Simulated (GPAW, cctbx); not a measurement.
# Bonding in (SrO)2(LiCl)2 as X-rays see it

Aim: compute the bonding part of the density of (SrO)2(LiCl)2, find which reflections carry it, and see how it biases an ordinary refinement.

The cell is a (SrO)2(LiCl)2 superlattice along [001] of the rock-salt type, started at the mean lattice constant and relaxed freely, with no substrate. All numbers below are calculated.

## 1. Find the equilibrium geometry

The density hangs on the geometry, so cell and atoms are relaxed first, with the symmetry held. The cutoff is set higher than for the density because stress converges slowly with plane waves.

Settings: GPAW 26.7.0, PBE, 900 eV, 6×6×3 k-points (along the axes of the calculation cell), Fermi–Dirac width 0.05 eV, BFGS to 0.03 eV/Å.

```text
cell
1.0
     3.659277593    0.000000000    0.000000000
     0.000000000    3.659277593    0.000000000
     0.000000000    0.000000000   10.350000000
Sr O Li Cl
2 2 2 2
Direct
0.500000000 0.000000000 0.875000000
0.000000000 0.500000000 0.125000000
0.000000000 0.500000000 0.875000000
0.500000000 0.000000000 0.125000000
0.500000000 0.000000000 0.375000000
0.000000000 0.500000000 0.625000000
0.000000000 0.500000000 0.375000000
0.500000000 0.000000000 0.625000000
```

```console
$ OMP_NUM_THREADS=1 mpirun -n 4 gpaw python run.py > gpaw.log
```

```text
BFGS:    0      -38.294799        2.171592
BFGS:    1      -38.515274        1.568837
BFGS:    2      -38.760729        0.517701
BFGS:    3      -38.790522        0.371828
...
BFGS:   30      -38.995161        0.052544
BFGS:   31      -38.996048        0.038898
BFGS:   32      -38.996686        0.013954
cell  3.6278 3.6278 11.3003  90.00 90.00 90.00
volume 148.722 A^3, largest force 0.013 eV/A, largest stress 0.07 GPa
```

After 32 steps the volume has changed by +7.3 % and the energy by -0.702 eV; the largest stress left is 0.07 GPa. It took 12 min on 4 cores of Intel(R) Xeon(R) Platinum 8488C (Sapphire Rapids) (shared host), peak memory 1.8 GiB.

Relaxed structure: P4/nmm (no. 129, origin choice 1), a = 3.6278 Å, b = 3.6278 Å, c = 11.3003 Å, α = 90.00°, β = 90.00°, γ = 90.00°.

| atom | mult. | x | y | z |
| --- | --- | --- | --- | --- |
| Sr1 | 2 | 1/2 | 0 | 0.8865 |
| Cl1 | 2 | 0 | 1/2 | 0.3642 |
| O1 | 2 | 0 | 1/2 | 0.8814 |
| Li1 | 2 | 1/2 | 0 | 0.3113 |

## 2. Density and charge transfer

X-rays see the whole electron density, so the PAW density is rebuilt with its core regions. Subtracting spherical free atoms from the same code cancels the cores and leaves the deformation density Δρ, the part due to bonding.

Settings: PBE, 550 eV, 7×7×3 k-points (along the axes of the calculation cell), Fermi–Dirac width 0.05 eV; primitive cell of 8 atoms.

```console
$ OMP_NUM_THREADS=1 mpirun -n 4 gpaw python run.py > gpaw.log
```

```text
|iter:   1|       0s |  -42.130645 | +0.02 |       |
|iter:   2|       1s |  -41.016151 | -1.68 | -1.00 |
|iter:   3|       2s |  -38.567535 | -0.83 | -1.05 |
...
|iter:   8|       8s |  -38.588034c| -5.85 | -3.37 |
|iter:   9|       9s |  -38.588038c| -6.98 | -3.85 |
|iter:  10|      10s |  -38.588039c| -7.90c| -4.30c|
```

```text
grid (40, 40, 126)  electrons 132.000  moved by bonding 1.734 e
deformation density beyond 0.5 A of the nuclei: max 0.164, min -0.051 e/A^3
atom        x       y       z   Voronoi charge  moment
Sr1    0.5000  0.0000  0.8865      0.326       0.00
Sr2    0.0000  0.5000  0.1135      0.326       0.00
Cl3    0.0000  0.5000  0.3642     -0.139       0.00
Cl4    0.5000  0.0000  0.6358     -0.139       0.00
O 5    0.0000  0.5000  0.8814     -0.430       0.00
O 6    0.5000  0.0000  0.1186     -0.430       0.00
Li7    0.5000  0.0000  0.3113      0.243       0.00
Li8    0.0000  0.5000  0.6887      0.243       0.00
mean inner potential of superposed free atoms 14.565 V
total magnetic moment 0.000 muB
```

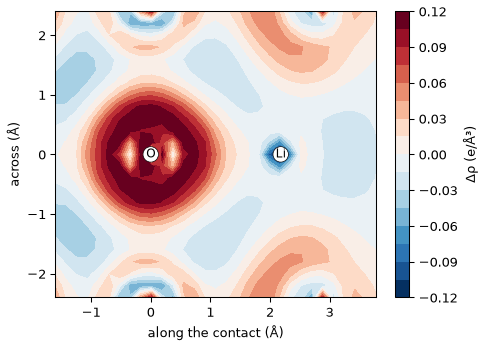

Deformation density in a plane through the shortest contact of the O atom at the origin; red gains electrons, blue loses them.

O gains most (-0.43 e) and Sr loses most (+0.33 e), as electronegativity suggests. Such charges fall far short of formal ones, since overlapping free atoms already put density on their neighbours. Along the shortest contact from the O atom at the map's origin, O–Li at 2.18 Å, Δρ is +0.06 e/Å³ at the midpoint and highest, +0.12, 0.65 Å from O (points within 0.5 Å of a nucleus left out): little piles up between the atoms, as in an ionic contact (the run has a band gap). At the midpoints of other shortest contacts it is +0.02 (Sr–O, 2.57 Å), +0.02 (Cl–Li, 2.63 Å) and +0.02 (Sr–Cl, 2.83 Å) e/Å³. Point values carry grid noise of about 0.01 e/Å³. The run needed 10 iterations, 20 s.

## 3. Structure factors

The Fourier components of Δρ, added to those of the free atoms, give the static X-ray structure factors; the Mott–Bethe relation turns them into the Fourier components V of the potential that fast electrons feel.

```text
static structure factors of the conventional cell: F in electrons, V (Mott-Bethe) in volts
   h  k  l      d  |F| table  |F| free   |F| DFT   change   |V| free  |V| DFT  change %
   0  0  1 11.3003    43.636    43.686    43.894    0.208     3.691    2.874    -22.2
   0  0  2  5.6501     3.696     3.723     3.616   -0.107     0.429    0.324    -24.6
   0  0  3  3.7668    16.495    16.502    16.821    0.319     0.186    0.046    -75.1
   1  0  1  3.4542    50.674    50.781    50.523   -0.258     2.997    3.092      3.2
   1  0  2  3.0527    26.571    26.645    25.652   -0.992     0.892    1.178     31.9
   0  0  4  2.8251    95.668    95.605    96.788    1.182     6.300    6.010     -4.6
   1  0  3  2.6130    56.985    57.037    56.647   -0.390     3.262    3.344      2.5
   1  1  0  2.5652    99.659    99.576   100.640    1.064     6.576    6.360     -3.3
   1  1  1  2.5016    36.569    36.473    37.025    0.552     1.572    1.466     -6.8
   1  1  2  2.3358     3.721     3.714     3.668   -0.046     0.072    0.064    -10.8
   0  0  5  2.2601    55.159    55.044    55.791    0.746     2.915    2.797     -4.0
   1  0  4  2.2290    17.520    17.544    17.567    0.023     0.715    0.711     -0.5
   1  1  3  2.1203    15.493    15.419    15.620    0.201     0.209    0.181    -13.3
   1  0  5  1.9183    35.106    35.170    35.051   -0.119     1.804    1.817      0.7
```

The largest X-ray change is +1.18 e on 004, 1.2 % of |F|. For electrons V goes as (Z − F)/g², so a change of F counts against Z − F, which is small at low angle and wherever the atoms' terms cancel: |V| of 003 moves by -75.1 % (0.19 to 0.05 V) against +1.9 % in |F|. These compare absolute values; so weak a component may also change sign. The tabulated Hartree–Fock atoms differ from the free DFT atoms by up to 0.12 e, so the choice of reference atom matters too.

## 4. The functional ladder

The same geometry is run with other functionals, to see whether the bonding signal is larger than the spread between approximations. Free atoms are LDA for LDA and PBE otherwise; meta-GGAs and hybrids keep PBE cores. Any other changed setting is in the row's label.

| run | ΔF 004 (e) | ΔF 110 (e) | ΔF 102 (e) | q(O) (e) | moved (e) | time |
| --- | --- | --- | --- | --- | --- | --- |
| PBE | +1.182 | +1.064 | -0.992 | -0.430 | 1.734 | 20 s |
| LDA | +1.094 | +0.984 | -0.924 | -0.411 | 1.626 | 16 s |
| SCAN | +1.241 | +1.116 | -1.072 | -0.462 | 1.871 | 38 s |

At the base's settings ΔF(004) spans +1.094 to +1.241 e, a spread of 12 % of the PBE value; over the three listed reflections the spread is at most 15 %, so sign and size hold across the functionals. Times are from shared hosts.

## 5. What a spherical-atom refinement makes of it

Routine crystallography fits spherical atoms. To see the bias, intensities are simulated from tabulated atoms plus the DFT change ΔF, so that bonding alone can misfit (6686 reflections of the full sphere, merged to the counts below, to 0.45 Å, 1.5 % proportional noise plus counting noise, assumed isotropic U as listed, Δρ smeared by the mean U) and refined with cctbx over different ranges.

```csv
range,data,R1,GooF,U Sr1 (true 0.0077),U Cl1 (true 0.0101),U O1 (true 0.0124),U Li1 (true 0.0147),largest shift (Å),"Δρ max, min (e/Å³)"
all data,570,0.0051,1.10,0.0077,0.0101,0.0124,0.0149,0.0001,"0.25, -0.25"
"low resolution, d > 0.84",112,0.0047,1.63,0.0077,0.0101,0.0123,0.0147,0.0019,"0.17, -0.11"
"high order, d < 0.75",423,0.0055,0.94,0.0077,0.0101,0.0125,0.0150,0.0008,"0.19, -0.28"
"occupancies free, d > 0.7",177,0.0044,1.26,0.0077,0.0102,0.0138,0.0143,0.0025,"0.11, -0.16"
```

With all data GooF is 1.10, diluted by the many high-angle data; the misfit shows at low resolution; the top residual peak lies 0.80 Å from Cl and 2.87 Å from Li. No U is off by more than 3 s.u. at low resolution. With Sr1 held at 1 and the scale free, the other occupancies refine to Cl1 1.002(0.002), O1 1.034(0.006) and Li1 0.986(0.014), on sites that are all full: they absorb part of the misfit, and only ratios to the fixed site mean anything.

## 6. Answer

Bonding moves 1.73 e in the primitive cell of (SrO)2(LiCl)2 and changes the structure factors of the conventional cell in the table above by at most 1.18 e (004, 1.2 %), and among reflections above 2 % of the strongest by up to 3.7 % (102). The shortest bond, O–Li, has Δρ = +0.06 e/Å³ at its midpoint, which with the charge transfer marks a mainly ionic contact. At the base's settings ΔF(004) spans +1.094 to +1.241 e, a spread of 12 % of the PBE value; over the three listed reflections the spread is at most 15 %, so sign and size hold across the functionals. With all data GooF is 1.10, diluted by the many high-angle data. Limits: static density, frozen cores, no spin–orbit coupling.

[Outputs are excerpts: Python notices, other lines and further rows are left out; steps that failed or that the build refused (PBEsol, TPSS) are not shown.]

[Logs are printed without paths, hosts, clocks, repeated set-up lines and the standing remarks that a program may print on its own settings, such as how far it seeks lower states.]
